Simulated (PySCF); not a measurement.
```xyz
13

B    -1.2311   -1.1999   -0.4665
C    -0.4642    0.1242   -0.1304
C    -1.2417    0.8905    0.9579
C     0.8874   -0.2849    0.3781
C     2.0026   -0.2470   -0.3344
H    -1.2007   -2.1920    0.1413
H    -0.3285    0.8003   -0.9817
H    -0.6886    1.7807    1.2519
H    -1.3876    0.2678    1.8384
H    -2.2182    1.1948    0.5878
H     0.9022   -0.6733    1.3884
H     2.9451   -0.5855    0.0618
H     2.0188    0.1249   -1.3461
```

Geometry: GFN2-xTB.

These are results of UKS B3LYP, pcH-1 on B C H, non-relativistic, mean-field spin-orbit, GIAO (PySCF 2.14.0, density-fitted response routines), not measurements.

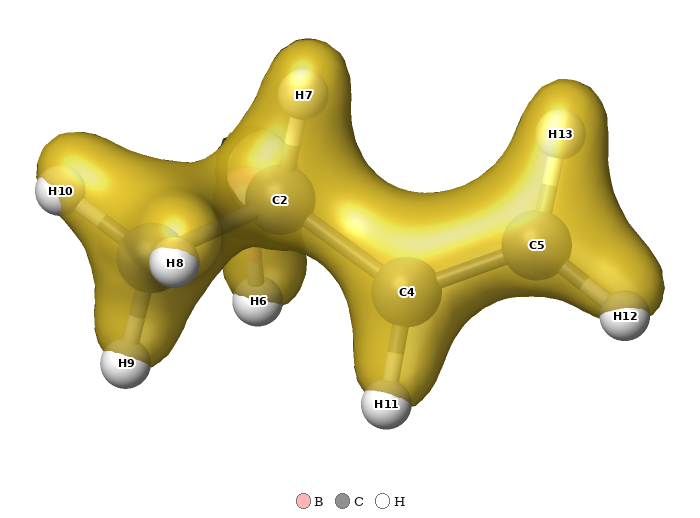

C₄H₈B (doublet). Isosurface of the electron density at 0.8 e/Å³ (yellow), seen from one side.

Question: How is the density connected at this value?

Answer: At this value the surface is in one piece. It bridges the sampled C–C (1.32 Å), C–B (1.57 Å), C–H (1.08 Å) and C–C (1.50 Å) contacts, where the density stays above the isovalue. On the grid the lowest density along these lines, outside the cores, is 2 e/Å³ (C–C, 1.32 Å), 1.1 e/Å³ (C–B, 1.57 Å), 1.4 e/Å³ (C–H, 1.08 Å) and 1.4 e/Å³ (C–C, 1.50 Å).
